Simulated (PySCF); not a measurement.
# One shape, several levels: NOF (nitrosyl fluoride)

Wanted: a comparison of 6 runs (B3LYP/6-31G*, B2PLYP/def2-TZVPP, B3LYP/def2-TZVPP, M06-2X/def2-TZVPP, M06-L/def2-TZVPP, revPBE/def2-TZVPP) of NOF (nitrosyl fluoride). The job is set up through a Python script.

The calculation is run with PySCF 2.14.0.

2 further runs of the same task are left out: 2 set aside as unsound or not needed.

### Step 1. The structure to begin with

NOF: 3 atoms, total charge 0, spin state singlet. As SMILES, `O=NF`. The N2–F3 distance was set to 2.670 Å, away from the relaxed value. At this shape a bond of the SMILES string is far longer than usual.

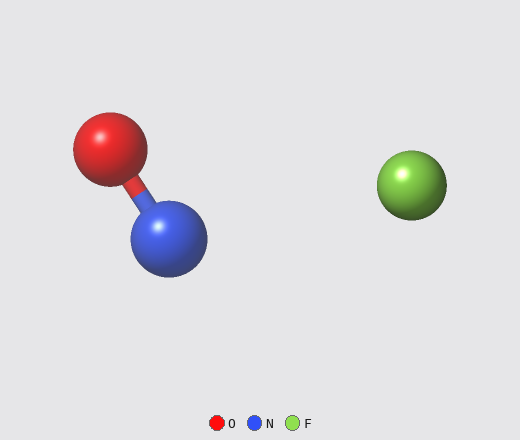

The structure, seen from a chosen angle (oxygen red, nitrogen blue, fluorine green).

### Step 2. The energy at B3LYP/6-31G(d) (spherical functions) (run 1)

run.py reads:

```python
from pyscf import gto, dft

molecule = gto.M(
    atom='''
O      3.404034    -0.632554     1.807321
N      2.044527    -2.003569     0.910022
F     -1.922399     0.452741    -1.010342
''',
    unit='bohr',
    basis='6-31g*',
    verbose=4,
    max_memory=1860,
    charge=0,
)

mf = dft.RKS(molecule, xc='b3lyp')
mf.conv_tol = 1e-10
mf.grids.level = 5
mf.kernel()
if not mf.converged:
    mf = mf.newton().run(mf.mo_coeff, mf.mo_occ)

etot = mf.e_tot
print('Final energy', etot)
```

Launch:

```console
$ OMP_NUM_THREADS=1 python run.py
```

The log of the run:

```text
PySCF version 2.14.0

[... 99 lines left out ...]
converged SCF energy = -229.596735935363
Final energy -229.5967359353629
```

Run time: 6 s. Hardware: 1 thread of Arm Neoverse V2, shared host; peak memory 0.25 GiB.

### Step 3. A single-point energy at B2PLYP/def2-TZVPP (run 2)

input.py reads:

```python
from pyscf import gto, dft, mp

system = gto.M(
    atom='''
O        1.801337      -0.334733       0.956393
N        1.081917      -1.060243       0.481563
F       -1.017290       0.239580      -0.534650
''',
    basis='def2-tzvpp',
    charge=0,
    verbose=3,
    max_memory=1860,
)

calc0 = dft.RKS(system)
calc0.xc = '0.53*HF + 0.47*B88, 0.73*LYP'
calc0.grids.level = 5
calc0.conv_tol = 1e-10
calc0.kernel()
if not calc0.converged:
    calc0 = calc0.newton().run(calc0.mo_coeff, calc0.mo_occ)

pt = mp.MP2(calc0, frozen=3).run()
e_tot = calc0.e_tot + 0.27 * pt.e_corr
print('PT2 part  %.8f' % (0.27 * pt.e_corr))
print('Final energy', e_tot)
```

Launch:

```console
$ OMP_NUM_THREADS=1 python input.py
```

The log of the run:

```text
converged SCF energy = -229.341727770534
E(RMP2) = -230.306928905613  E_corr = -0.965201135079265
E(SCS-RMP2) = -230.290503229073  E_corr = -0.948775458538976
PT2 part  -0.26060431
Final energy -229.60233207700531
```

Run time: 12 s. Hardware: 1 thread of Arm Neoverse V2, shared host; peak memory 0.45 GiB.

Runs 3 to 5 aren't shown in full; the table further down has their settings and results.

### Step 4. A single-point energy at revPBE/def2-TZVPP (run 6)

geometry.xyz reads:

```xyz
3

O      1.801337    -0.334733     0.956393
N      1.081917    -1.060243     0.481563
F     -1.017290     0.239580    -0.534650
```

calc.py reads:

```python
from pyscf import gto, dft

mol = gto.Mole()
mol.atom = 'geometry.xyz'
mol.verbose = 4
mol.charge = 0
mol.basis = 'def2-tzvpp'
mol.max_memory = 1860
mol.build()

mf = dft.RKS(mol, xc='revpbe')
mf.conv_tol = 1e-10
mf.grids.level = 5
mf.kernel()
if not mf.converged:
    mf = mf.newton().run(mf.mo_coeff, mf.mo_occ)

etot = mf.e_tot
print('Final energy', etot)
```

Launch:

```console
$ OMP_NUM_THREADS=1 python calc.py
```

The log of the run:

```text
PySCF version 2.14.0

[... 58 lines left out ...]
WARN: HOMO -0.174003178754649 == LUMO -0.173087094863924
[... 56 lines left out ...]
SCF not converged.
SCF energy = -229.697816976874
[... 55 lines left out ...]
converged SCF energy = -229.697816977992
Final energy -229.6978169779921
```

Run time: 20 s. Hardware: 1 thread of Arm Neoverse V2, shared host; peak memory 0.51 GiB.

### Step 5. All runs side by side

```
run                               level  frozen core orbitals  energy (Eh)  dipole moment (D)  HOMO energy (eV)  LUMO energy (eV)  wall time
  1  B3LYP/6-31G* (spherical functions)                     –  -229.596736               5.43             -7.22             -5.27        6 s
  2                   B2PLYP/def2-TZVPP                     3  -229.602332               7.73             -8.82             -4.54       12 s
  3                    B3LYP/def2-TZVPP                     –  -229.728318               6.53             -7.95             -5.95       14 s
  4                   M06-2X/def2-TZVPP                     –  -229.612117               7.73             -8.98             -4.77       26 s
  5                    M06-L/def2-TZVPP                     –  -229.709859               6.21             -6.74             -6.33       53 s
  6                   revPBE/def2-TZVPP                     –  -229.697817               5.68             -6.47             -6.30       20 s
```

### Step 6. Results

```
            quantity          value
 run 6: total energy  -229.69782 Eh
run 6: dipole moment         5.68 D
  run 6: HOMO energy       -6.47 eV
  run 6: LUMO energy       -6.30 eV
run 6: HOMO–LUMO gap        0.17 eV
```

The dipole moment (its size) runs from 5.43 D (B3LYP/6-31G*) to 7.73 D (M06-2X/def2-TZVPP). The two ends differ in method and basis. The HOMO–LUMO gap runs from 0.17 eV (revPBE/def2-TZVPP) to 4.27 eV (B2PLYP/def2-TZVPP). A double hybrid's value is that of its SCF part. Totals of different functionals can't be ranked against each other. In runs 1, 2, 3, 4, 5, 6 a closed-shell determinant meets a far-stretched bond, which it describes badly. All runs together took 2.2 min, the longest 53 s.
